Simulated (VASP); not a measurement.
Band structure of CdSe (wurtzite). These are PW91 GGA, VASP's PBE PAW potentials (set 64) (plane waves; VASP 6.6.1) values and carry that method's errors.

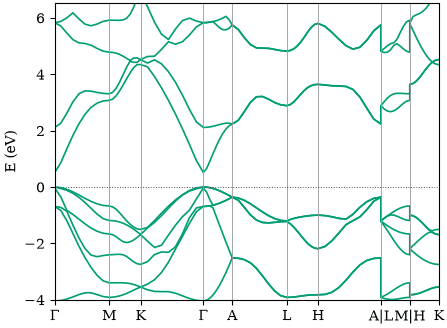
Fig. 1. Bands along high-symmetry lines, zero at the valence-band maximum or, without a gap, the Fermi level

Read the plot: is there a gap, and where are the band edges?

The gap is direct, 0.52 eV, from the valence maximum at Γ to the conduction minimum at Γ. (Edges off the drawn lines would not show.)

Measured: gap 1.73 eV (computed value off by -1.21 eV), as given by Abedi et al., (2022), arXiv:2211.14644.

The compound is CdSe in the wurtzite structure. It was relaxed first, which changed the volume by +7 %.
